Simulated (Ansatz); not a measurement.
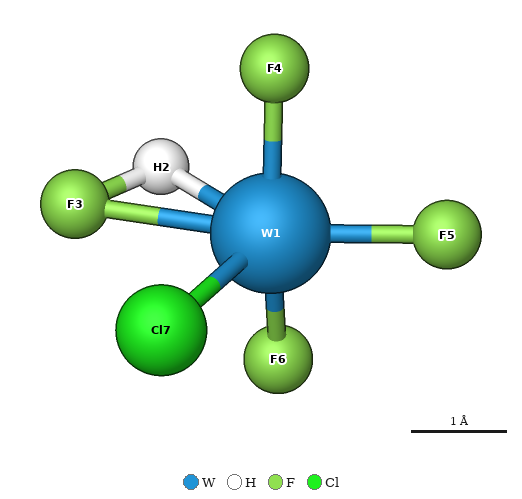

*The input geometry (ball-and-stick view, seen at a tilt; atoms are numbered from 1 in the order of the input). Sticks mark near contacts.*

## Frequency calculation of WHClF$_{4}$

System: WHClF$_{4}$.
Method: RKS PBE0/def2-SVP (Ansatz 0.2.0).

It belongs to a series of runs on one base structure; here: vibrations at the highest image of the band. Figures and captions count atoms from 1; the log counts them from 0 in places.

## The input
```yaml
crystal:
  periodic: [false, false, false]
  atoms:
    - { symbol: W, position_ang: [-0.23367, 5.0e-06, -0.041638] }
    - { symbol: H, position_ang: [1.029963, -3.1e-05, 1.223658] }
    - { symbol: F, position_ang: [1.870809, 2.0e-06, 0.410939] }
    - { symbol: F, position_ang: [-0.261454, 1.792831, 0.350338] }
    - { symbol: F, position_ang: [-2.088653, 2.8e-05, 0.047595] }
    - { symbol: F, position_ang: [-0.261502, -1.792812, 0.350364] }
    - { symbol: Cl, position_ang: [0.754008, -2.2e-05, -2.071656] }
basis:
  gaussian: { orbitals: def2-SVP }
hamiltonian:
  xc: pbe0
phonons: {}
```

Machine: 2 threads of Arm Neoverse V1, 24 GiB of memory available, shared host.

Run as:
```bash
ansatz run input.yaml --threads 2 --pin off --max-ram 3072MiB --backend cpu --events-out ev --progress --plain --runs-dir out
```

## Log
```
Engine: ansatz 0.2.0, aarch64-unknown-linux-gnu
Functional definition: PBE0
  parameter a = 0.25
  parameter kappa = 0.804
  parameter beta = 0.06672455060314922
  exchange = (1 - a)*pbe_x(kappa = kappa, mu = beta*pi^2/3) + a*exact_x
  correlation = pbe_c(beta = beta)
1134 factors; integrals over basis functions are off by at most 3.0e-4 eV
mean field evaluation 1: about -25200.6329 eV, gradient 6.6e1 eV
mean field evaluation 2: about -25133.7957 eV, gradient 2.1e2 eV
mean field evaluation 4: about -25208.0886 eV, gradient 1.5e1 eV
mean field evaluation 8: about -25208.6071 eV, gradient 7.5e-1 eV
mean field evaluation 16: about -25208.6084 eV, gradient 3.4e-4 eV
mean field -25208.60844569 eV, -926.3992733707 hartree, gradient 3.6e-5 eV, S^2 0.000000; 0 other end points of the search recorded, 0 dependent functions left out
the calculation of the forces begins
reference -25208.60849754 eV, -926.3992752760 hartree; 34, 34 occupied and 77, 77 virtual orbitals, 1134 factors
these checks for a lower state are left out or cut short: stability, starts, cluster_reference, orbital_swaps, neighbouring_geometries, increment
1134 factors; integrals over basis functions are off by at most 3.0e-4 eV
mean field -25208.60828829 eV, -926.3992675862 hartree, gradient 3.2e-6 eV, S^2 0.000000; 0 other end points of the search recorded, 0 dependent functions left out
[... from here on the field's lines of each further geometry are left out, up to the last ...]
the calculation of the forces begins
reference -25208.60845808 eV, -926.3992738258 hartree; 34, 34 occupied and 77, 77 virtual orbitals, 1134 factors
these checks for a lower state are left out or cut short: stability, starts, cluster_reference, orbital_swaps, neighbouring_geometries, increment
1134 factors; integrals over basis functions are off by at most 3.0e-4 eV
mean field evaluation 288: about -25208.6084 eV, gradient 3.2e-6 eV
mean field -25208.60838564 eV, -926.3992711638 hartree, gradient 3.2e-6 eV, S^2 0.000000; 0 other end points of the search recorded, 0 dependent functions left out
the calculation of the forces begins
reference -25208.60843748 eV, -926.3992730689 hartree; 34, 34 occupied and 77, 77 virtual orbitals, 1134 factors
WARN: phonons: modes at or below zero, which the zero-point energy, F, S and C_V leave out: 1, the lowest at -892.95 cm⁻¹. A minimum has none, and a first-order saddle one
Total energy: -25208.60849754 eV, -926.3992752760 hartree
Atom 0 at    -0.233670     0.000005    -0.041638 Å, force    -0.005503     0.000102     0.031096 eV/Å
Atom 1 at     1.029963    -0.000031     1.223658 Å, force     0.005298     0.000106    -0.012876 eV/Å
Atom 2 at     1.870809     0.000002     0.410939 Å, force    -0.016125    -0.000055     0.002329 eV/Å
Atom 3 at    -0.261454     1.792831     0.350338 Å, force     0.001673     0.006766    -0.015464 eV/Å
Atom 4 at    -2.088653     0.000028     0.047595 Å, force     0.003624     0.000012     0.006238 eV/Å
Atom 5 at    -0.261502    -1.792812     0.350364 Å, force     0.001682    -0.006915    -0.015510 eV/Å
Atom 6 at     0.754008    -0.000022    -2.071656 Å, force     0.009351    -0.000015     0.004187 eV/Å
Dipole moment:    -0.034143    -0.000010     0.119571 e Å
Vibrations: -892.95 102.29 122.29 160.70 191.69 211.76 255.22 280.78 414.24 565.94 693.95 722.77 741.18 902.82 1905.88 cm⁻¹, zero-point energy 0.450775 eV
```

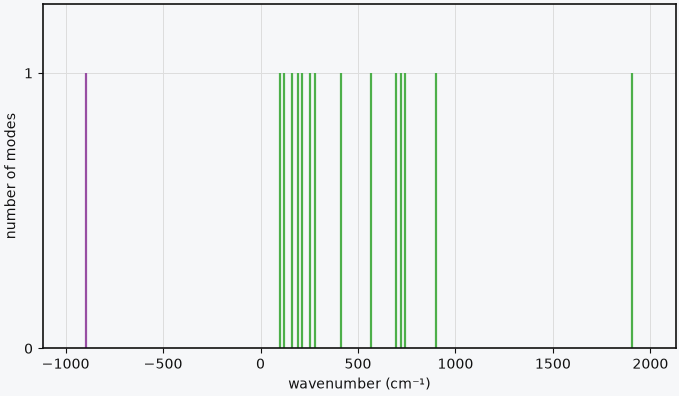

*Harmonic vibrational wavenumbers from the force constants; neighbouring modes closer than 13 cm⁻¹ are counted in one stick, and imaginary ones are drawn at negative wavenumbers.*

15 modes from 893i to 1906 cm⁻¹, 1 imaginary beyond 8i (893i cm⁻¹): a first-order saddle point, if the geometry is stationary.

## Summary

| quantity | value |
| --- | --- |
| outcome | converged |
| total energy | −25208.6085 eV |
| mean-field energy | −25208.6085 eV |
| largest force (length of the vector) | 0.032 eV/Å |
| wall time | 1.9 min (CPU time 3.7 min) |
| peak memory | 0.27 GiB |
